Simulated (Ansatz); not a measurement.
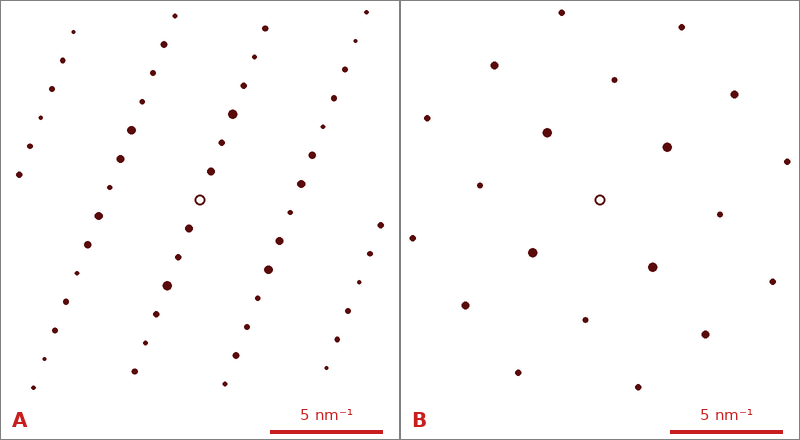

Kinematic electron diffraction patterns (120 kV, B = 0.5 Å², same scale, each along a low-index zone) of two structures of composition Mg2Re, each relaxed at zero pressure with Ansatz, DFT PBE, scalar-relativistic, plane waves, PAW.

The structures (standard cells):
1. Fd-3m (No. 227), a = 7.350 Å, 24 atoms; generated start, possibly hypothetical
2. R-3m (No. 166), a = 2.885 Å, c = 21.790 Å (hexagonal axes), 9 atoms; generated start, possibly hypothetical

Which pattern belongs to which structure, and along which zone?

Answer. A is structure 2 along [100] or an equivalent direction: oblique net of 0 0 3 at d = 7.26 Å and 0 -1 1 at d = 2.48 Å, 83.5° apart. B is structure 1 along [001] or an equivalent direction: square net of 2 -2 0 at d = 2.60 Å and 2 2 0 at d = 2.60 Å, 90.0° apart (some points of this net are extinct or too weak to see).

Which structure lies lowest at this level of theory, and by how much?

Answer. Structure 2 (R-3m, 17.45 Å³ an atom) is the lowest of these; structure 1 (Fd-3m, 16.54 Å³ an atom) lies about 500 meV an atom higher. These are static energies at 0 K; other structures, not shown, may lie lower still.
